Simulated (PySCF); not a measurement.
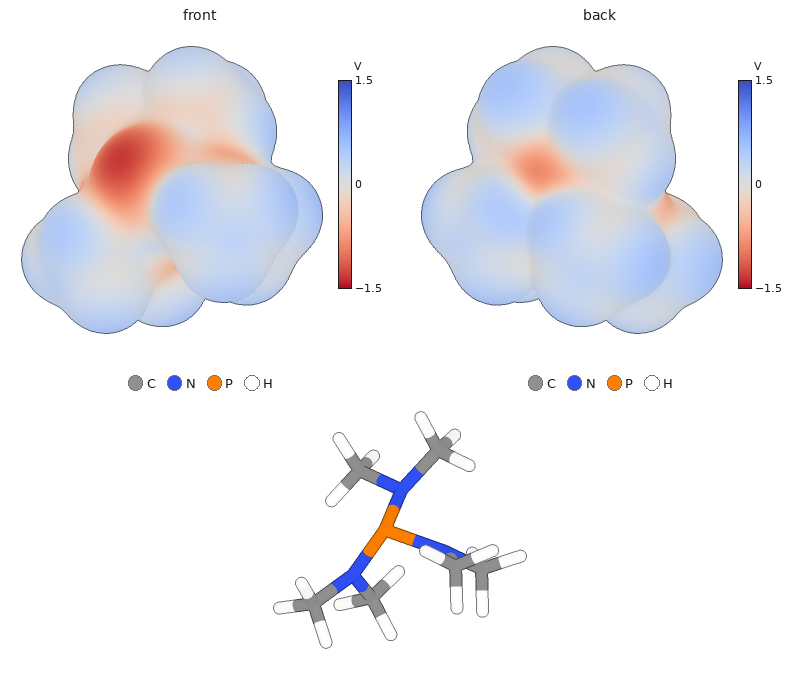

C6H18N3P. The molecular electrostatic potential painted on the density surface at 0.002 e/bohr³, seen from the front and from behind; red is negative and blue positive. The bare structure is drawn below in the same view.

Geometry: PBE0-D3(BJ)/def2-SVP.

All numbers below come from PBE0/pcSseg-1, SCF density, gas phase, non-relativistic (PySCF 2.14.0).

```yaml
atoms:
  - { symbol: C, position_ang: [-1.2582, 2.6119, 0.0421] }
  - { symbol: N, position_ang: [-0.4142, 1.6558, -0.6257] }
  - { symbol: C, position_ang: [-0.5625, 1.6123, -2.0572] }
  - { symbol: P, position_ang: [0.2591, 0.3996, 0.3275] }
  - { symbol: N, position_ang: [1.6791, 0.1136, -0.6597] }
  - { symbol: C, position_ang: [2.4353, -1.0745, -0.3325] }
  - { symbol: C, position_ang: [2.5418, 1.2566, -0.8562] }
  - { symbol: N, position_ang: [-0.5407, -1.0775, -0.0122] }
  - { symbol: C, position_ang: [-0.6986, -1.6508, -1.3232] }
  - { symbol: C, position_ang: [-1.4246, -1.6034, 0.9941] }
  - { symbol: H, position_ang: [-1.0467, 3.6399, -0.3066] }
  - { symbol: H, position_ang: [-2.3382, 2.4223, -0.1244] }
  - { symbol: H, position_ang: [-1.0734, 2.5756, 1.1264] }
  - { symbol: H, position_ang: [-1.5714, 1.2778, -2.3718] }
  - { symbol: H, position_ang: [-0.3960, 2.6139, -2.4951] }
  - { symbol: H, position_ang: [0.1822, 0.9288, -2.4874] }
  - { symbol: H, position_ang: [1.7607, -1.9230, -0.1595] }
  - { symbol: H, position_ang: [3.0662, -0.9512, 0.5737] }
  - { symbol: H, position_ang: [3.1070, -1.3323, -1.1692] }
  - { symbol: H, position_ang: [3.2146, 1.0752, -1.7120] }
  - { symbol: H, position_ang: [3.1802, 1.4758, 0.0264] }
  - { symbol: H, position_ang: [1.9464, 2.1534, -1.0712] }
  - { symbol: H, position_ang: [-0.5812, -2.7500, -1.2849] }
  - { symbol: H, position_ang: [0.0722, -1.2543, -1.9977] }
  - { symbol: H, position_ang: [-1.6942, -1.4402, -1.7624] }
  - { symbol: H, position_ang: [-1.2666, -2.6891, 1.1370] }
  - { symbol: H, position_ang: [-2.4947, -1.4573, 0.7427] }
  - { symbol: H, position_ang: [-1.2324, -1.1022, 1.9548] }
```

### Describe the electrostatic potential map.

The most negative region (about −1.3 V) lies over P4, the most positive (about +0.5 V) over the H atoms.

### How polar is the molecule by this calculation?

Its dipole moment is 1.02 D.
